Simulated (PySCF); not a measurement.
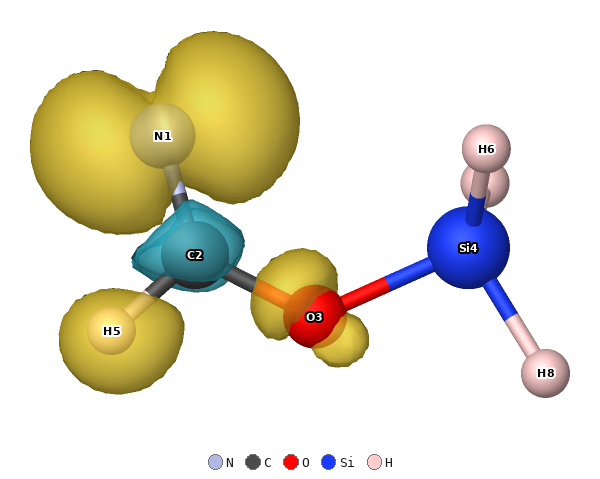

*CH$_{4}$NOSi (SMILES [N]=CO[SiH3]) (doublet). Isosurfaces of the spin density at +0.03 (yellow) and −0.03 e/Å³ (cyan), seen at a tilt.*

Geometry: GFN2-xTB.

Computed with UKS B3LYP, pcH-1 on C H N O Si, non-relativistic, mean-field spin-orbit, GIAO in PySCF 2.14.0, density-fitted response routines.

```yaml
atoms:
  - { symbol: N, position_ang: [1.7859, 0.8424, 0.7764] }
  - { symbol: C, position_ang: [1.4800, -0.0935, 0.0497] }
  - { symbol: O, position_ang: [0.3131, -0.5451, -0.3875] }
  - { symbol: Si, position_ang: [-1.1961, 0.0479, -0.0674] }
  - { symbol: H, position_ang: [2.3078, -0.7183, -0.3501] }
  - { symbol: H, position_ang: [-1.2932, 1.4201, -0.5529] }
  - { symbol: H, position_ang: [-1.4536, -0.0191, 1.3672] }
  - { symbol: H, position_ang: [-1.9348, -0.9251, -0.8599] }
```

Q: Where is the unpaired spin?

A: The unpaired spin (1 electron) lies mostly on N1 (about 0.8), in electrons by Hirshfeld's partition.
